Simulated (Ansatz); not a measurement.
The figure comes from a scan of FePt (CuAu type, space group P4/mmm): one Pt atom of a 4-atom cell moves by s along Cartesian [111], with its periodic images. These are PBE (plane waves to 420 eV, PAW, scalar-relativistic; Ansatz, an electronic-structure program) values and carry that method's errors. k mesh 7×14×10 (Γ-centred), Fermi-Dirac smearing 0.05 eV. With partly filled bands, energies and forces of such displacements shift with the k mesh and the smearing. F∥ is the force on the atom along that direction. FePt was relaxed with its symmetry unable to fall. Relaxed FePt ends ferromagnetic. Spin-orbit coupling is left out, though Pt is heavy. Other magnetic orders were not checked, so this need not be the ground state. 

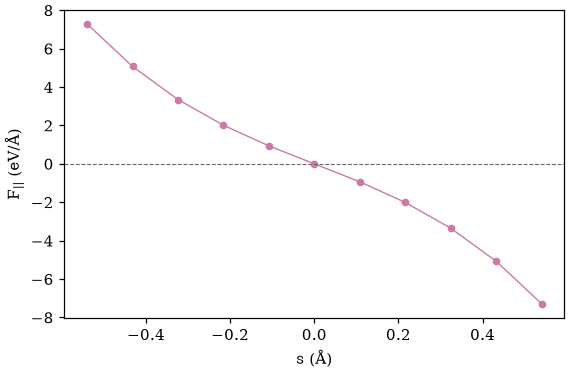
F∥ (eV/Å) against s (Å); one marker a computed point.

Turn the plot into a table (rounded to what can be read).

To the nearest 0.2:

```csv
s (Å),F∥ (eV/Å)
-0.540,7.2
-0.432,5.0
-0.324,3.4
-0.216,2.0
-0.108,1.0
0.000,0.0
0.108,-1.0
0.216,-2.0
0.324,-3.4
0.432,-5.0
0.540,-7.2
```

(A displaced cell: forces are minus the slopes of the energy, force constants its curvatures, and phonons follow from these.)
